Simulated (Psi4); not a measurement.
**UPBE/def2-SVPD (core potential) run of SbCl2 (SMILES [Cl][Sb][Cl])**

What is the vertical electron affinity of SbCl2 at UPBE/def2-SVPD (core potential)? 

The results are computed with Psi4 1.11.

1 further run of the same task is left out (it didn't finish).

### Step 1. Starting point

The species is SbCl2 (3 atoms), meant as a doublet with charge 0. SMILES: `[Cl][Sb][Cl]`. Geometry: relaxed at PBE0-D4/def2-TZVP.

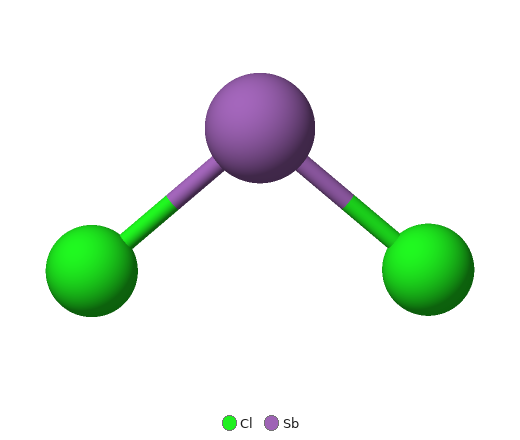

Viewed from a chosen angle; chlorine green, antimony purple.

### Step 2. Energy and forces at UPBE/def2-SVPD (core potential)

File cl2sb.dat:

```
memory 1600 MB

molecule mol {
  0 2
  Cl
  Sb 1 R2
  Cl 2 R3 1 A3

  R2 = 2.336651
  R3 = 2.336696
  A3 = 98.57713
  symmetry c1
  no_reorient
  no_com
}

set globals {
  basis                def2-SVPD
  reference            uks
  puream               true
  e_convergence        1e-09
  d_convergence        1e-08
  scf_type             pk
  dft_radial_points    99
  dft_spherical_points 590
  maxiter              200
}

e_tot, wfn = gradient("pbe", return_wfn=True)
oeprop(wfn, "QUADRUPOLE", "WIBERG_LOWDIN_INDICES", "MULLIKEN_CHARGES", title="PBE")
print_variables()
```

The run is started by

```sh
psi4 -n 1 cl2sb.dat cl2sb.out
```

cl2sb.out, cut to the lines that bear on the results:

```text
[...]
    !!!  WARNING: ECP capability is in beta. Please check occupations closely.  !!!
[...]
  Running in c1 symmetry.
[...]
  Nuclear repulsion =  220.268168412863190
[...]
  Multiplicity = 2
[...]
  Nalpha       = 29
  Nbeta        = 28
[...]
    Number of basis functions: 86
[...]
   @UKS iter   1: -1159.44568896154601   -5.53332e-01   1.09812e-02 DIIS/ADIIS
[...]
   @UKS iter  14: -1160.06041939404372   -1.13687e-12   4.25149e-09 DIIS
[...]
   @S^2 Observed:                7.520393155E-01
[...]
    Orbital Energies [Eh]
    ---------------------
    Alpha Occupied:
       1A   -100.658664     2A   -100.658658     3A     -9.191303
       4A     -9.191293     5A     -7.019883     6A     -7.019873
       7A     -7.013065     8A     -7.013059     9A     -7.012452
      10A     -7.012445    11A     -5.561351    12A     -3.832408
      13A     -3.829570    14A     -3.825040    15A     -1.274038
      16A     -1.271766    17A     -1.267920    18A     -1.265682
      19A     -1.265572    20A     -0.768598    21A     -0.745890
      22A     -0.528003    23A     -0.371999    24A     -0.337302
      25A     -0.324617    26A     -0.299336    27A     -0.293045
      28A     -0.289391    29A     -0.192906
    Alpha Virtual:
[...]
  @UKS Final Energy: -1160.06041939404372
   => Energetics <=
    Nuclear Repulsion Energy =            220.2681684128631900
    One-Electron Energy =               -2129.0856783697649917
    Two-Electron Energy =                 824.2440876731093340
    DFT Exchange-Correlation Energy =     -75.4869971102512096
    Empirical Dispersion Energy =           0.0000000000000000
    VV10 Nonlocal Energy =                  0.0000000000000000
    Total Energy =                      -1160.0604193940437199
[...]
  -Total Gradient:
     Atom            X                  Y                   Z
    ------   -----------------  -----------------  -----------------
       1        0.000676656498    -0.019696061319     0.000000000026
       2        0.018709824194     0.016112610159    -0.000000000033
       3       -0.019361897934     0.003604587778     0.000000000007
[...]
 Multipole Moments:
 ------------------------------------------------------------------------------------
     Multipole            Electronic (a.u.)      Nuclear  (a.u.)        Total (a.u.)
 ------------------------------------------------------------------------------------
 L = 1.  Multiply by 2.5417464519 to convert [e a0] to [Debye]
 Dipole X            :        -29.3437490           28.6239258           -0.7198231
 Dipole Y            :        -25.2491310           24.6298437           -0.6192873
 Dipole Z            :         -0.0000000            0.0000000           -0.0000000
 Magnitude           :                                                    0.9495589
 L = 2.  Multiply by 1.3450342976 to convert [e a0^2] to [Debye ang]
 Quadrupole XX       :       -280.1882222          241.8143716          -38.3738506
 Quadrupole XY       :        121.2242680         -119.6892565            1.5350115
[...]
  Mulliken Charges: (a.u.)
   Center  Symbol    Alpha    Beta     Spin     Total
       1    CL     8.76337  8.72169  0.04168 -0.48506
       2    SB    11.47326 10.55662  0.91664  0.97012
       3    CL     8.76337  8.72169  0.04168 -0.48506
   Total alpha = 29.00000, Total beta = 28.00000, Total charge = -0.00000
  Wiberg Bond Indices using Orthogonal Lowdin Orbitals:
  Total Bond Index:
  Irrep: 1 Size: 3 x 3
[...]
```

It took 14 s on 1 thread of Intel Xeon 6975P-C (Granite Rapids), shared host; peak memory 0.64 GiB.

### Step 3. The singlet anion, same level

File input.in:

```
memory 1.6 GB

molecule system {
  -1 1
  Cl     1.049100     1.312300     0.708100
  Sb    -0.817500     0.443300    -0.396700
  Cl    -0.242500    -1.820400    -0.324700
  units angstrom
  symmetry c1
}

set {
  puream               true
  e_convergence        1e-09
  d_convergence        1e-08
  scf_type             pk
  dft_radial_points    99
  dft_spherical_points 590
}

e, wfn = gradient('pbe/def2-SVPD', return_wfn=True)
```

The run is started by

```sh
psi4 input.in input.out -n 1
```

input.out, cut to the lines that bear on the results:

```text
[...]
    !!!  WARNING: ECP capability is in beta. Please check occupations closely.  !!!
[...]
  Running in c1 symmetry.
[...]
  Nuclear repulsion =  220.268165567323024
[...]
  Multiplicity = 1
[...]
  Nalpha       = 29
  Nbeta        = 29
[...]
    Number of basis functions: 86
[...]
   @RKS iter   1: -1159.42983851524468   -6.30385e-01   1.14930e-02 ADIIS/DIIS
[...]
   @RKS iter  13: -1160.11257326968735   -1.36424e-12   6.11988e-09 DIIS
[...]
  @RKS Final Energy: -1160.11257326968735
   => Energetics <=
    Nuclear Repulsion Energy =            220.2681655673230239
    One-Electron Energy =               -2141.4115299868344664
    Two-Electron Energy =                 836.7622074183732366
    DFT Exchange-Correlation Energy =     -75.7314162685490402
    Empirical Dispersion Energy =           0.0000000000000000
    VV10 Nonlocal Energy =                  0.0000000000000000
    Total Energy =                      -1160.1125732696873456
[...]
 Multipole Moments:
 ------------------------------------------------------------------------------------
     Multipole            Electronic (a.u.)      Nuclear  (a.u.)        Total (a.u.)
 ------------------------------------------------------------------------------------
 L = 1.  Multiply by 2.5417464519 to convert [e a0] to [Debye]
 Dipole X            :        -34.1486280           33.5386206           -0.6100074
 Dipole Y            :         17.6684910          -17.3527868            0.3157042
 Dipole Z            :          0.0000002            0.0000000            0.0000002
 Magnitude           :                                                    0.6868611
[...]
  -Total Gradient:
     Atom            X                  Y                   Z
    ------   -----------------  -----------------  -----------------
       1       -0.042721690129    -0.016810074006    -0.000000000865
       2        0.053705428386    -0.027774830743     0.000000002990
       3       -0.010954846125     0.044569942925    -0.000000002125
[...]
```

It took 9.9 s on 1 thread of Intel Xeon 6975P-C (Granite Rapids), shared host; peak memory 0.64 GiB.

### Step 4. Summary of results

At UPBE/def2-SVPD (core potential):

| quantity | value |
| --- | --- |
| doublet SbCl2: total energy | -1160.06042 Eh |
| doublet SbCl2: dipole moment | 2.41 D |
| doublet SbCl2: HOMO energy (highest over α and β) | -5.25 eV |
| doublet SbCl2: LUMO energy (lowest over α and β) | -4.18 eV |
| doublet SbCl2: ⟨S²⟩ | 0.752 |
| doublet SbCl2: largest force on an atom | 1.270 eV/Å |
| singlet anion: total energy | -1160.11257 Eh |
| singlet anion: HOMO energy | 1.35 eV |
| singlet anion: LUMO energy | 2.85 eV |
| singlet anion: HOMO–LUMO gap (to an unbound level, set by the basis) | 1.51 eV |
| singlet anion: largest force on an atom | 3.109 eV/Å |
| vertical electron affinity (to the singlet anion) | 1.419 eV |

At fixed nuclei the extra electron is bound by 1.42 eV (33 kcal/mol). The largest force (doublet SbCl2) is 1.27 eV/Å: the shape isn't a stationary point for this species at this level. Mulliken charges (doublet SbCl2) run from -0.49 on Cl1 to +0.97 on Sb2; in a basis this large or diffuse they mean little. The HOMO (singlet anion) lies at positive energy, 1.35 eV, as semi-local functionals often give for anions; only total energies tell whether the electron is bound.
